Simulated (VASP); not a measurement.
Energy against volume of ZrO2 (fluorite). These are SCAN meta-GGA, VASP's PBE PAW potentials (set 64) (plane waves; VASP 6.6.1) values and carry that method's errors.

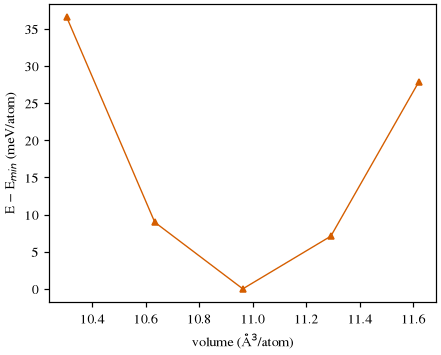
Figure. Energy against volume

Q: Estimate the equilibrium volume and the bulk modulus.

A: The minimum lies near 11.0 Å³/atom, and the curvature gives B0 of about 260 GPa.

Measured: a 5.090 Å at 0 K (computed value off by -0.0 %), as given by Xinyuan Zhao et al., Physical review. B, Condensed matter (2002), arXiv:cond-mat/0108491 [extrapolated to 0 K from high-temperature diffraction of the cubic phase (5.27 Å at 2410 °C), as arXiv:1708.09424 says of the same reference; zero-point expansion not removed].

The compound is ZrO2 in the fluorite structure, the high-temperature cubic form, which is unstable at 0 K; the monoclinic form is the stable one. It was relaxed first.
